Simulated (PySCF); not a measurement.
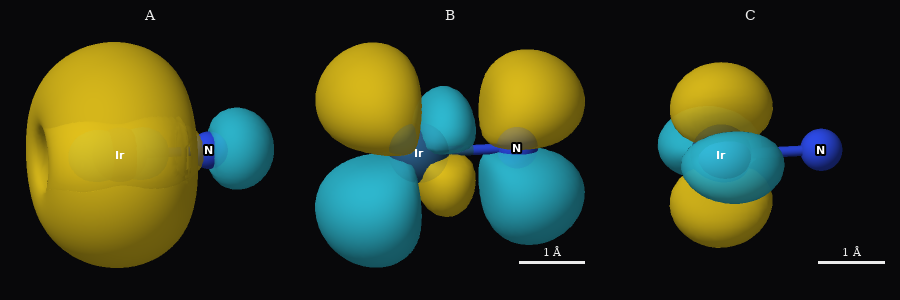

Figure. IrN. Three frontier orbitals, each drawn at the value that holds 80 % of its norm (yellow and cyan are the two phases), in no order; of a degenerate pair one member is drawn.

Core potentials replace the inner electrons of Ir.

All numbers below come from PySCF, PBE0/def2-TZVPP, non-relativistic Hamiltonian with scalar-relativistic core potentials where named, at a bond length of 1.581 Å.

Question: Label each orbital by symmetry, say whether it is occupied, and order them by energy.

Answer: Orbital C: δ, occupied, −7.82 eV; almost wholly on Ir.
Orbital A: σ, occupied, −6.76 eV; mainly on Ir (90 %).
Orbital B: π, empty, −3.33 eV; antibonding, with a node between the atoms.
